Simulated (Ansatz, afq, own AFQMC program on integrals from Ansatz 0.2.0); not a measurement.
# GeO₂ (triplet): quantum Monte Carlo beside coupled cluster at scale of all distances = 2.389, cc-pVDZ

How near does AFQMC come to the top of the ladder for GeO₂ (triplet)?

Program: Ansatz 0.2.0, Gaussian basis, and an in-house AFQMC program (afq) on its integrals; all values are calculated. Level of theory: cc-pVDZ, frozen cores. These are calculated values, not measurements.

The runs, in order: PBE (unrestricted); PBE0 (unrestricted); B3LYP (unrestricted); wB97M-V (unrestricted); B2PLYP (unrestricted); CCSD(T) on ROHF; Phaseless AFQMC, CISD trial on ROHF; CCSD(T) on UHF; Phaseless AFQMC, CISD trial on UHF.

2 further runs of the same task are left out: 2 that didn't finish.

### Step 1. The system

The geometry derives from a PBE0/def2-TZVP stationary point (not a proven minimum). All distances are scaled together. No spin-orbit coupling is included. The filled d shell of Ge may be among the frozen orbitals whatever the setting's name suggests; the logs give the count.

3 atoms, charge 0, spin multiplicity 3.

Atoms are counted from 1 here; the program's logs count them from 0.

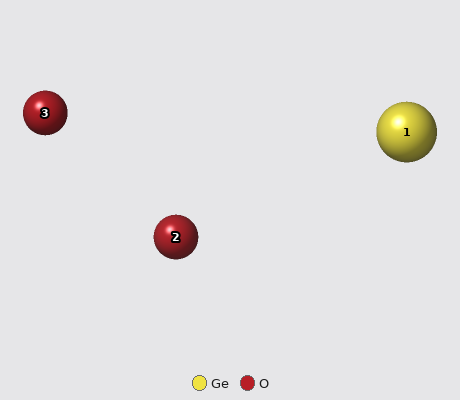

The structure; germanium yellow, oxygen red; atoms are numbered from 1 in the order of the file.

Geometry (Å):

```
Ge    0.0000   -0.1091    1.6014
O     0.0000    1.4214   -2.5737
O     0.0000   -0.9258   -4.6971
```

### Step 2. PBE (unrestricted)

in.yaml reads:

```yaml
crystal:
  periodic: [false, false, false]
  atoms:
    - {symbol: Ge, position_ang: [0.000000, -0.109145, 1.601434]}
    - {symbol: O, position_ang: [0.000000, 1.421385, -2.573666]}
    - {symbol: O, position_ang: [0.000000, -0.925850, -4.697115]}
basis:
  gaussian: {orbitals: cc-pVDZ}
magnetization: {spin_polarized: true, initial_magnetization: 2}
hamiltonian: {xc: {name: PBE}}
output: {orbitals: {seedname: orbitals}}
```

On the command line:

```
ansatz run in.yaml --threads 1 --pin off --events-out ev --progress --plain --max-ram 1843MiB
```

Standard output:

```text
Functional definition: PBE
  name "PBE"
  cite "Perdew, Burke & Ernzerhof, Phys. Rev. Lett. 77, 3865 (1996) doi:10.1103/PhysRevLett.77.3865"
  parent pbe
  parameter kappa = 0.804
  parameter beta = 0.06672455060314922
  exchange = pbe_x(kappa = kappa, mu = beta*pi^2/3)
  correlation = pbe_c(beta = beta)
645 factors; their error is unknown
mean field evaluation 1: about -60560.8220 eV, gradient 4.8e1 eV
mean field evaluation 2: about -59960.0568 eV, gradient 1.3e2 eV
mean field evaluation 4: about -60407.7773 eV, gradient 8.9e1 eV
mean field evaluation 8: about -60563.1621 eV, gradient 3.8e1 eV
mean field evaluation 16: about -60587.3912 eV, gradient 2.5e0 eV
mean field evaluation 32: about -60587.4874 eV, gradient 7.6e-5 eV
mean field evaluation 64: about -60586.9082 eV, gradient 3.3e0 eV
mean field evaluation 96: about -60587.4203 eV, gradient 2.7e-2 eV
mean field evaluation 128: about -60587.3362 eV, gradient 1.4e-5 eV
mean field evaluation 160: about -60586.3817 eV, gradient 1.6e-2 eV
mean field evaluation 192: about -60587.4825 eV, gradient 1.2e-2 eV
mean field evaluation 224: about -60587.3262 eV, gradient 1.0e0 eV
mean field evaluation 256: about -60587.3362 eV, gradient 5.5e-2 eV
mean field evaluation 288: about -60586.3838 eV, gradient 2.4e0 eV
mean field evaluation 320: about -60577.7506 eV, gradient 2.5e1 eV
mean field evaluation 352: about -60587.3898 eV, gradient 2.0e0 eV
mean field evaluation 384: about -60585.3963 eV, gradient 6.6e0 eV
mean field evaluation 416: about -60587.4244 eV, gradient 1.0e-1 eV
mean field -60587.48741580 eV, -2226.5490948565 hartree, gradient 5.7e-6 eV, S^2 3.782766; 19 other end points of the search recorded, 0 dependent functions left out
reference -60587.48744870 eV, -2226.5490960656 hartree; 25, 23 occupied and 30, 32 virtual orbitals, 645 factors
Total energy: -60587.48744870 eV, -2226.5490960656 hartree
```

Wall time 51 s (1 thread of Arm Neoverse V1, shared host); peak memory 0.33 GiB.

From the report: ⟨S²⟩ of the determinant 3.783 (pure triplet: 2.00). The determinant is far from a pure spin state, so its energy mixes those of several spin states (harmless only where they are near-degenerate, as at dissociation).

### Step 3. PBE0 (unrestricted)

in.yaml: that of step 2 with these lines changed.

```diff
@@ -9,3 +9,3 @@
 magnetization: {spin_polarized: true, initial_magnetization: 2}
-hamiltonian: {xc: {name: PBE}}
+hamiltonian: {xc: {name: PBE0}}
 output: {orbitals: {seedname: orbitals}}
```

Same command.

Standard output (excerpt; [...] marks lines left out):

```text
Functional definition: PBE0
  name "PBE0"
  cite "Adamo & Barone, J. Chem. Phys. 110, 6158 (1999) doi:10.1063/1.478522"
  cite "Perdew, Burke & Ernzerhof, Phys. Rev. Lett. 77, 3865 (1996) doi:10.1103/PhysRevLett.77.3865"
  parent pbe
[...]
587 factors; integrals over basis functions are off by at most 1.3e-4 eV
[...]
mean field -60589.32392217 eV, -2226.6165852208 hartree, gradient 1.8e-6 eV, S^2 3.971244; 10 other end points of the search recorded, 0 dependent functions left out
reference -60589.32394678 eV, -2226.6165861255 hartree; 25, 23 occupied and 30, 32 virtual orbitals, 587 factors
Total energy: -60589.32394678 eV, -2226.6165861255 hartree
```

It took 29 s on 1 thread of Arm Neoverse V1, shared host; peak memory 0.33 GiB.

From the report: ⟨S²⟩ of the determinant 3.971 (pure triplet: 2.00). The determinant is far from a pure spin state, so its energy mixes those of several spin states (harmless only where they are near-degenerate, as at dissociation).

### Step 4. B3LYP (unrestricted)

in.yaml: that of step 3 with these lines changed.

```diff
@@ -9,3 +9,2 @@
 magnetization: {spin_polarized: true, initial_magnetization: 2}
-hamiltonian: {xc: {name: PBE0}}
-output: {orbitals: {seedname: orbitals}}
+hamiltonian: {xc: {name: B3LYP}}
```

Launched as before.

Standard output (excerpt; [...] marks lines left out):

```text
Functional definition: B3LYP
  name "B3LYP"
  cite "Stephens, Devlin, Chabalowski & Frisch, J. Phys. Chem. 98, 11623 (1994) doi:10.1021/j100096a001"
  cite "Becke, Phys. Rev. A 38, 3098 (1988) doi:10.1103/PhysRevA.38.3098"
  cite "Lee, Yang & Parr, Phys. Rev. B 37, 785 (1988) doi:10.1103/PhysRevB.37.785"
  cite "Vosko, Wilk & Nusair, Can. J. Phys. 58, 1200 (1980) doi:10.1139/p80-159"
[...]
587 factors; integrals over basis functions are off by at most 1.3e-4 eV
[...]
mean field -60601.89805523 eV, -2227.0786760878 hartree, gradient 2.6e-6 eV, S^2 3.918098; 14 other end points of the search recorded, 0 dependent functions left out
reference -60601.89828019 eV, -2227.0786843550 hartree; 25, 23 occupied and 30, 32 virtual orbitals, 587 factors
Total energy: -60601.89828019 eV, -2227.0786843550 hartree
```

Wall time 68 s (1 thread of Arm Neoverse V1, shared host); peak memory 0.33 GiB.

From the report: ⟨S²⟩ of the determinant 3.918 (pure triplet: 2.00). The determinant is far from a pure spin state, so its energy mixes those of several spin states (harmless only where they are near-degenerate, as at dissociation).

### Step 5. wB97M-V (unrestricted)

in.yaml: that of step 4 with these lines changed.

```diff
@@ -9,2 +9,3 @@
 magnetization: {spin_polarized: true, initial_magnetization: 2}
-hamiltonian: {xc: {name: B3LYP}}
+hamiltonian: {xc: {name: wB97M-V}}
+output: {orbitals: {seedname: orbitals}}
```

Launched as before.

Standard output (excerpt; [...] marks lines left out):

```text
Functional definition: wB97M-V
  name "wB97M-V"
  cite "Mardirossian & Head-Gordon, J. Chem. Phys. 144, 214110 (2016) doi:10.1063/1.4952647"
  cite "Becke, J. Chem. Phys. 107, 8554 (1997) doi:10.1063/1.475007"
  cite "Vydrov & Van Voorhis, J. Chem. Phys. 133, 244103 (2010) doi:10.1063/1.3521275"
  # Of w^i u^j: cxij and so on, Table III.
[...]
  gx(w, u) = 1 - cx + cx01*u + cx10*w
  gss(w, u) = css00 + css04*u^4 + css10*w + css20*w^2 + css43*w^4*u^3
  gos(w, u) = cos00 + cos10*w + (cos20 + cos21*u)*w^2 + (cos60 + cos61*u)*w^6
[...]
      + integral(e_c_pw_mod_opposite_spin*gos(b97_w_opposite, b97_u_opposite)) + vv10(b, c)
587 factors; integrals over basis functions are off by at most 1.3e-4 eV
132 factors; integrals over basis functions are off by at most 1.1e-4 eV
[...]
mean field -60596.51714318 eV, -2226.8809312174 hartree, gradient 2.4e-6 eV, S^2 3.998309; 14 other end points of the search recorded, 0 dependent functions left out
reference -60596.51717264 eV, -2226.8809322998 hartree; 25, 23 occupied and 30, 32 virtual orbitals, 587 factors
Total energy: -60596.51717264 eV, -2226.8809322998 hartree
```

Run time: 5 min. Hardware: 1 thread of Arm Neoverse V1, shared host; peak memory 0.33 GiB.

From the report: ⟨S²⟩ of the determinant 3.998 (pure triplet: 2.00). The determinant is far from a pure spin state, so its energy mixes those of several spin states (harmless only where they are near-degenerate, as at dissociation).

### Step 6. B2PLYP (unrestricted)

in.yaml: that of step 5 with these lines changed.

```diff
@@ -9,3 +9,3 @@
 magnetization: {spin_polarized: true, initial_magnetization: 2}
-hamiltonian: {xc: {name: wB97M-V}}
-output: {orbitals: {seedname: orbitals}}
+hamiltonian: {xc: {name: B2PLYP}}
+correlation: {electrons: outside_noble_gas}
```

Same command.

Standard output (excerpt; [...] marks lines left out):

```text
Functional definition: B2PLYP
  name "B2PLYP"
  cite "Grimme, J. Chem. Phys. 124, 034108 (2006) doi:10.1063/1.2148954"
  cite "Becke, Phys. Rev. A 38, 3098 (1988) doi:10.1103/PhysRevA.38.3098"
  cite "Lee, Yang & Parr, Phys. Rev. B 37, 785 (1988) doi:10.1103/PhysRevB.37.785"
[...]
587 factors; integrals over basis functions are off by at most 1.3e-4 eV
[...]
mean field -60584.22204525 eV, -2226.4290947023 hartree, gradient 1.4e-8 eV, S^2 4.009242; 12 other end points of the search recorded, 0 dependent functions left out
16 core orbitals not correlated: weight in the atoms' cores, before any rotation towards them, 1.000 or more for the frozen orbitals, at most 0.000 for the correlated occupied ones
reference -60584.22219002 eV, -2226.4291000226 hartree; 9, 7 occupied and 30, 32 virtual orbitals, 587 factors
second order -7.87342878 eV of doubles, -0.00000000 eV of singles
Total energy: -60586.34801579 eV, -2226.5072226787 hartree
```

Run time: 91 s. Hardware: 1 thread of Arm Neoverse V1, shared host; peak memory 0.33 GiB.

From the report: ⟨S²⟩ of the determinant 4.009 (pure triplet: 2.00). The determinant is far from a pure spin state, so its energy mixes those of several spin states (harmless only where they are near-degenerate, as at dissociation).

### Step 7. CCSD(T) on ROHF

in.yaml: that of step 6 with these lines changed.

```diff
@@ -8,4 +8,3 @@
   gaussian: {orbitals: cc-pVDZ}
-magnetization: {spin_polarized: true, initial_magnetization: 2}
-hamiltonian: {xc: {name: B2PLYP}}
-correlation: {electrons: outside_noble_gas}
+magnetization: {spin_polarized: false, initial_magnetization: 2}
+correlation: {method: ccsd_t, electrons: outside_noble_gas, hamiltonian_folder: ham}
```

Same command.

Standard output (excerpt; [...] marks lines left out):

```text
Functional definition: HF
  name "HF"
  cite "Fock, Z. Phys. 61, 126 (1930) doi:10.1007/BF01340294"
  parent pbe
[...]
587 factors; integrals over basis functions are off by at most 1.3e-4 eV
[...]
mean field -60536.78402507 eV, -2224.6857796153 hartree, gradient 1.1e-6 eV, S^2 2.000000; 51 other end points of the search recorded, 0 dependent functions left out
[...]
determinant -60536.78402507 eV, -2224.6857796153 hartree, with singles and doubles -60546.18626157 eV, -2225.0313054335 hartree
determinant -60536.77349319 eV, -2224.6853925758 hartree, with singles and doubles -60546.17651580 eV, -2225.0309472831 hartree
determinant -60536.76889455 eV, -2224.6852235791 hartree, with singles and doubles -60546.20522825 eV, -2225.0320024463 hartree
determinant -60536.75660948 eV, -2224.6847721110 hartree, with singles and doubles -60546.27458950 eV, -2225.0345514253 hartree
[...]
determinant -60536.68752759 eV, -2224.6822333984 hartree, with no singles and doubles
determinant -60536.67622460 eV, -2224.6818180211 hartree, with no singles and doubles
determinant -60536.67405744 eV, -2224.6817383793 hartree, with no singles and doubles
[...]
unrestricted determinant -60541.99710428 eV, -2224.8773567427 hartree, S^2 4.0178
16 core orbitals not correlated: weight in the atoms' cores, before any rotation towards them, 1.000 or more for the frozen orbitals, at most 0.000 for the correlated occupied ones
reference -60536.73468613 eV, -2224.6839664427 hartree; 9, 7 occupied and 30, 32 virtual orbitals, 587 factors
second order -7.40664922 eV of doubles, -0.09135636 eV of singles
cycle   1  -9.59657859 eV  change    2.8e-7 eV  update   2.5e-5
cycle   2  -9.59657736 eV  change    1.2e-6 eV  update   1.2e-5
perturbative correction -0.28637045 eV, -0.0105239199 hartree
WARN: in the space of 9 natural orbitals, full CI finds another state of this spin 3.328 eV below this run's state, or below the method's energy where it doesn't find this run's state
Total energy: -60546.61763393 eV, -2225.0471580756 hartree
```

Run time: 8.7 min. Hardware: 1 thread of Arm Neoverse V1, shared host; peak memory 0.33 GiB.

From the report: correlation -9.8829 eV; T1 0.009; largest double amplitude 0.35. The report marks this result as in doubt.

This run also writes the integrals to the folder ham.

### Step 8. Phaseless AFQMC, CISD trial on ROHF

It reads the integrals that the CCSD(T) run on this determinant wrote.

On the command line:

```
afq ham --method phaseless --trial cisd --walkers 60 --populations 1 --least-time 40 --time-step 0.005 --steps-per-block 50 --equilibration-blocks 40 --max-blocks 300 --target-error 0.00096 --factor-cut 1e-05 --start spin_pure --seed 6867 --release-times 0.24,0.51,0.99,1.62,2.4 --release-step 0.03 --release-every 4 --taylor-order 6
```

Standard output:

```text
orbitals 39  electrons 9 7  factors 215 of 587
reference energy -2224.68396644 Eh
Error: the cluster equations did not converge
```

Hardware: 1 thread of Arm Neoverse V1, shared host.

No energy. The run doesn't count as converged. Caveats: lower state.

### Step 9. CCSD(T) on UHF

in.yaml: that of step 7 with these lines changed.

```diff
@@ -8,3 +8,3 @@
   gaussian: {orbitals: cc-pVDZ}
-magnetization: {spin_polarized: false, initial_magnetization: 2}
+magnetization: {spin_polarized: true, initial_magnetization: 2}
 correlation: {method: ccsd_t, electrons: outside_noble_gas, hamiltonian_folder: ham}
```

On the command line:

```
ansatz run in.yaml --threads 1 --pin off --events-out ev --progress --plain --max-ram 1843MiB
```

Standard output (excerpt; [...] marks lines left out):

```text
Functional definition: HF
  name "HF"
  cite "Fock, Z. Phys. 61, 126 (1930) doi:10.1007/BF01340294"
  parent pbe
[...]
587 factors; integrals over basis functions are off by at most 1.3e-4 eV
[...]
mean field -60541.99710428 eV, -2224.8773567427 hartree, gradient 1.8e-8 eV, S^2 4.017816; 52 other end points of the search recorded, 0 dependent functions left out
determinant -60541.99710428 eV, -2224.8773567427 hartree, with singles and doubles -60549.90825095 eV, -2225.1680860205 hartree
determinant -60541.99395717 eV, -2224.8772410885 hartree, with singles and doubles -60549.90445298 eV, -2225.1679464476 hartree
determinant -60541.99342459 eV, -2224.8772215168 hartree, with singles and doubles -60549.90375360 eV, -2225.1679207461 hartree
determinant -60541.95696445 eV, -2224.8758816311 hartree, with singles and doubles -60549.86657146 eV, -2225.1665543273 hartree
[...]
determinant -60541.95696445 eV, -2224.8758816311 hartree, with singles and doubles -60549.86645916 eV, -2225.1665502005 hartree
determinant -60541.94753349 eV, -2224.8755350498 hartree, with singles and doubles -60549.85560504 eV, -2225.1661513190 hartree
determinant -60541.94714152 eV, -2224.8755206451 hartree, with singles and doubles -60549.85649674 eV, -2225.1661840885 hartree
determinant -60541.94627962 eV, -2224.8754889711 hartree, with singles and doubles -60549.85579007 eV, -2225.1661581186 hartree
16 core orbitals not correlated: weight in the atoms' cores, before any rotation towards them, 1.000 or more for the frozen orbitals, at most 0.000 for the correlated occupied ones
reference -60541.99710428 eV, -2224.8773567427 hartree; 9, 7 occupied and 30, 32 virtual orbitals, 587 factors
second order -6.65194714 eV of doubles, -0.00000000 eV of singles
cycle   1  -7.91113577 eV  change   -1.4e-6 eV  update   8.8e-6
perturbative correction -0.06117347 eV, -0.0022480834 hartree
Total energy: -60549.96941352 eV, -2225.1703337034 hartree
```

Run time: 2.5 min. Hardware: 1 thread of Arm Neoverse V1, shared host; peak memory 0.33 GiB.

From the report: ⟨S²⟩ of the determinant 4.018 (pure triplet: 2.00); correlation -7.9723 eV; T1 0.005; largest double amplitude 0.10. The determinant is far from a pure spin state, so its energy mixes those of several spin states (harmless only where they are near-degenerate, as at dissociation).

This run also writes the integrals to the folder ham.

### Step 10. Phaseless AFQMC, CISD trial on UHF

It reads the integrals that the CCSD(T) run on this determinant wrote.

On the command line:

```
afq ham --method phaseless --trial cisd --walkers 60 --populations 1 --least-time 40 --time-step 0.005 --steps-per-block 50 --equilibration-blocks 40 --max-blocks 300 --target-error 0.00096 --factor-cut 1e-05 --start spin_pure --seed 6867 --release-times 0.24,0.51,0.99,1.62,2.4 --release-step 0.03 --release-every 4 --taylor-order 6
```

Standard output:

```text
orbitals 39  electrons 9 7  factors 215 of 587
reference energy -2224.87735674 Eh
CCSD correlation -0.29072881 Eh in 41 cycles, weight of the determinant in the CISD state 0.8970
energy of the start -2225.166571 Eh
 block  time / (1/Eh)  mean weight  energy / Eh
     1     0.250  0.9987  -2225.163622
     2     0.500  0.9999  -2225.169063
     3     0.750  1.0039  -2225.169181
     4     1.000  1.0009  -2225.168637
     5     1.250  0.9994  -2225.171913
     6     1.500  0.9973  -2225.168898
     7     1.750  1.0027  -2225.169286
     8     2.000  1.0005  -2225.166618
     9     2.250  0.9967  -2225.168398
    10     2.500  1.0002  -2225.172959
    11     2.750  1.0013  -2225.168071
    16     4.000  0.9976  -2225.169430
    21     5.250  1.0006  -2225.169600
    26     6.500  1.0005  -2225.172505
    31     7.750  0.9990  -2225.170107
    36     9.000  0.9973  -2225.165519
    41    10.250  1.0011  -2225.167605
    46    11.500  0.9994  -2225.175963
    51    12.750  0.9974  -2225.175946
    56    14.000  1.0016  -2225.168296
    61    15.250  1.0042  -2225.166875
    66    16.500  1.0027  -2225.166480
    71    17.750  0.9967  -2225.169618
    76    19.000  1.0041  -2225.167433
    81    20.250  1.0007  -2225.171136
    86    21.500  1.0018  -2225.175433
    91    22.750  1.0048  -2225.169136
    96    24.000  0.9955  -2225.172707
   101    25.250  1.0035  -2225.170064
   106    26.500  0.9983  -2225.175239
   111    27.750  1.0016  -2225.165339
   116    29.000  1.0015  -2225.164634
   121    30.250  1.0010  -2225.170122
   126    31.500  1.0030  -2225.169583
   131    32.750  1.0021  -2225.169098
   136    34.000  0.9883  -2225.165879
   141    35.250  0.9996  -2225.180323
   146    36.500  1.0015  -2225.175411
   151    37.750  0.9989  -2225.171237
   156    39.000  0.9979  -2225.168975
   161    40.250  0.9998  -2225.161368
   166    41.500  1.0009  -2225.167858
   171    42.750  0.9981  -2225.174946
   176    44.000  0.9939  -2225.183388
   181    45.250  0.9991  -2225.167077
   186    46.500  1.0008  -2225.168510
   191    47.750  0.9998  -2225.176513
   196    49.000  1.0015  -2225.164603
blocks merged  error / Eh  count
     1  0.000288  160
     2  0.000346  80
     4  0.000351  40
     8  0.000367  20
    16  0.000429  10
released: time / (1/Eh)  energy / Eh  error  mean overlap
  0.24  -2225.169843  0.000566  0.9964
  0.51  -2225.170442  0.000683  1.0177
  0.99  -2225.172206  0.000704  0.9922
  1.62  -2225.170691  0.001440  0.9809
  2.40  -2225.169659  0.004606  0.9723
energy -2225.170242 +/- 0.000367 Eh
```

Run time: 5.8 min. Hardware: 1 thread of Arm Neoverse V1, shared host; peak memory 0.33 GiB.

Energy -60549.9669 ± 0.0100 eV. Caveats: constraint bias not in the error.

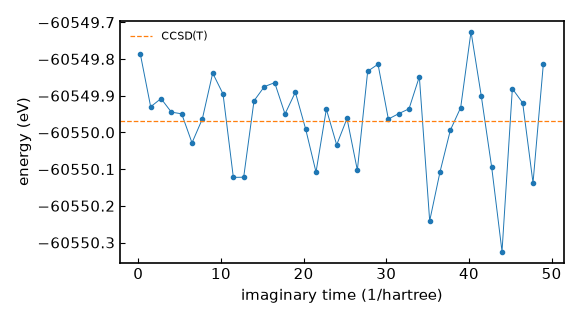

Block energies along the walk.

### Step 11. All levels side by side

On the UHF determinant, counted from CCSD(T) (a yardstick, not exact):

```csv
level,energy (eV),from CCSD(T) (kJ/mol),statistical error (kJ/mol),time
HF,-60541.9971,+769.2,,
MP2,-60548.6491,+127.4,,
CCSD,-60549.9082,+5.9,,
CCSD(T),-60549.9694,0.0,,
"Phaseless AFQMC, CISD trial, step 0.005, 60 walkers",-60549.9669,+0.2,1.0,5.8 min
```

The functionals' totals stand on their own zeros and serve differences with other points: PBE -60587.487 eV; PBE0 -60589.324 eV; B3LYP -60601.898 eV; wB97M-V -60596.517 eV; B2PLYP -60586.348 eV.

### Step 12. What came out

| quantity | value |
| --- | --- |
| Phaseless AFQMC, CISD trial on UHF from CCSD(T) | +0.2 ± 1.0 kJ/mol |

**Reading.** On UHF the phaseless walk with the CISD trial lies +0.2 kJ/mol from CCSD(T), within three error bars. Error bars are statistical and leave out the constraint, the time step and what remains of the start.
